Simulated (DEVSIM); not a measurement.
Structure: abrupt GaAs n-p junction, at 300 K.

```csv
layer (left to right),material,thickness (μm),Nd (cm⁻³),Na (cm⁻³),τn (s),τp (s)
1,GaAs,52.0,4.6e16,-,1.8e-8,5.4e-9
2,GaAs,0.670,-,2.1e14,1.8e-8,1.8e-8
```

Left contact: ohmic. Right contact: ohmic. Voltage is applied to the left contact. Recombination: SRH at mid-gap, Auger. Mobility is μmin + (μ − μmin)/(1 + (N/Nref)^α).

Constants are typed, rounded textbook-type inputs, not results; the design itself was drawn at random and stands for no fabricated device. Values at 300 K.

```
parameter        GaAs
-------------  ------
gap (eV)        1.424
affinity (eV)    4.07
permittivity     12.9
Nc (cm⁻³)      4.7e17
Nv (cm⁻³)        9e18
μn (cm²/Vs)      8500
μp (cm²/Vs)       400
μn,min            500
μp,min             20
Nref,n           6e16
Nref,p         1.5e17
αn               0.39
αp               0.38
Cn (cm⁶/s)      1e-30
Cp (cm⁶/s)      1e-30
```

Simulated with DEVSIM: 1D drift-diffusion, Boltzmann statistics, complete ionisation; no tunnelling, impact ionisation, image-force lowering or self-heating.

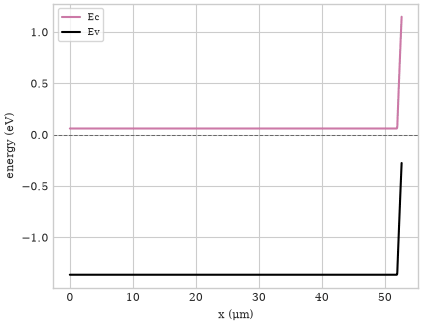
Fig. 1. Band edges at zero bias

Energies count from the Fermi level of the right contact; mesh points crowd at the junctions.

```csv
x (μm),Ec (eV),Ev (eV),n (cm⁻³),p (cm⁻³),field (V/cm)
0.000,0.060,-1.364,4.6e16,< 1e2,≈ 0
0.03255,0.060,-1.364,4.6e16,< 1e2,≈ 0
0.1092,0.060,-1.364,4.6e16,< 1e2,≈ 0
0.2897,0.060,-1.364,4.6e16,< 1e2,≈ 0
0.9587,0.060,-1.364,4.6e16,< 1e2,≈ 0
2.290,0.060,-1.364,4.6e16,< 1e2,≈ 0
5.425,0.060,-1.364,4.6e16,< 1e2,≈ 0
17.05,0.060,-1.364,4.6e16,< 1e2,≈ 0
34.72,0.060,-1.364,4.6e16,< 1e2,≈ 0
44.67,0.060,-1.364,4.6e16,< 1e2,≈ 0
48.90,0.060,-1.364,4.6e16,< 1e2,≈ 0
51.07,0.060,-1.364,4.6e16,< 1e2,≈ 0
51.62,0.060,-1.364,4.6e16,< 1e2,≈ 0
51.85,0.060,-1.364,4.6e16,< 1e2,20
51.97,0.073,-1.351,2.8e16,< 1e2,5800
52.00,0.107,-1.317,7.4e15,< 1e2,18000
52.03,0.161,-1.263,9.2e14,< 1e2,17000
52.10,0.275,-1.149,1.1e13,< 1e2,16000
52.34,0.645,-0.779,6700000,750000,16000
52.53,0.946,-0.478,< 1e2,8.5e10,15000
52.62,1.079,-0.345,< 1e2,1.4e13,15000
52.67,1.148,-0.276,< 1e2,2.1e14,15000
```
